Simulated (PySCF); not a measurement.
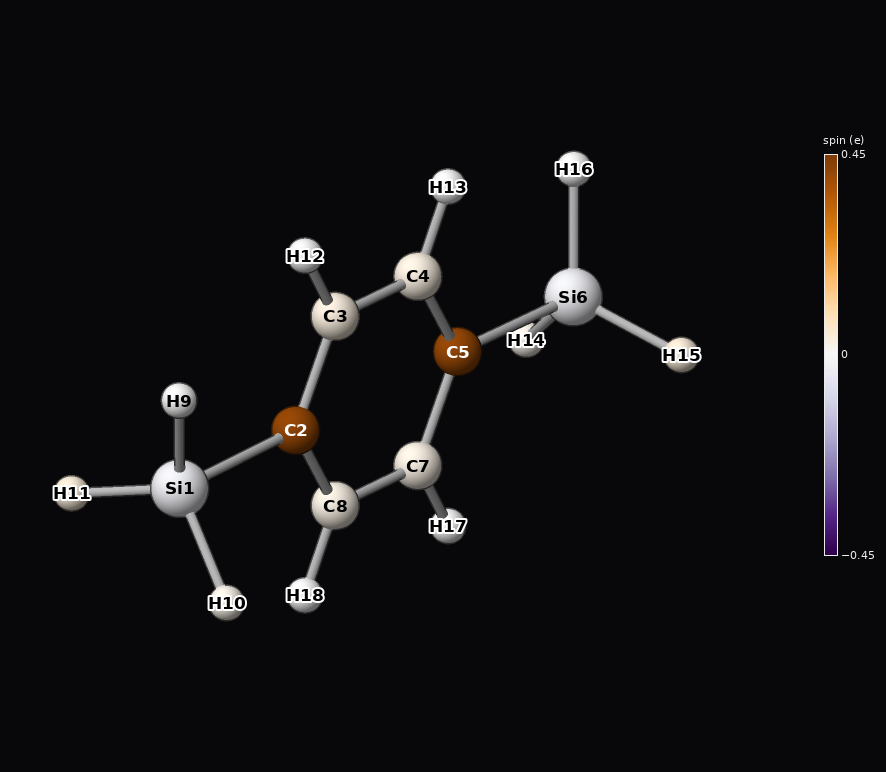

Atoms are coloured by their Mulliken spin populations. State: charge +1, doublet. Computed geometry: GFN2-xTB optimisation. No frequency run is at hand to confirm it as a minimum. Properties computed with UKS B3LYP, pcH-1 on C H Si, non-relativistic (PySCF 2.14.0).

List the Mulliken spin populations.

```tsv
atom	value (e)
Si1	−0.02
C2	0.41
C3	0.03
C4	0.03
C5	0.41
Si6	−0.02
C7	0.03
C8	0.03
H9	0.00
H10	0.02
H11	0.04
H12	0.00
H13	0.00
H14	0.02
H15	0.04
H16	0.00
H17	0.00
H18	0.00
```

Mulliken values depend strongly on the basis set. The geometry is semi-empirical. Around Si such bond lengths and angles can be off by a tenth of an ångström or more and by several degrees, and values that hang on the shape move with them.
